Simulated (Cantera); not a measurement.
Feed: 1 mol SiC, 0.14 mol CO2, 430 mol H2, at 1325 K.

Cantera equilibrium calculation (NASA polynomials, part measured and part estimated; ideal gas, pure solids and liquids). Candidate condensed phases: C, C6H6, C7H8, C8H18, H2O, Si, SiC, SiO2; 123 gas species. Mutual solubility and eutectic melting of coexisting phases are not modelled. The tables hold silica as quartz up to 1696 K and as liquid above; real silica turns to tridymite and cristobalite and melts near 1996 K. Rates play no part.

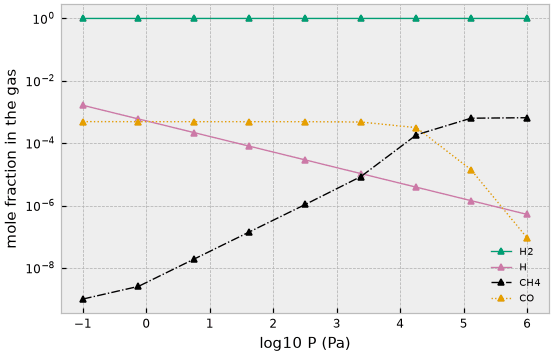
Figure: Equilibrium gas composition (values under 1e-9 drawn at 1e-9)

From 0.100 Pa to 3.20 mbar the condensed part is SiC(s). From 24.0 mbar to 10.0 bar the condensed part is SiC(s) + SiO2(β-quartz). The main Si-bearing gas is SiO at 0.100 Pa and SiH4 at 10.0 bar. The share of Si in condensed phases is highest at 1.30 bar (99.9 %) and lowest at 0.100 Pa (92.9 %).
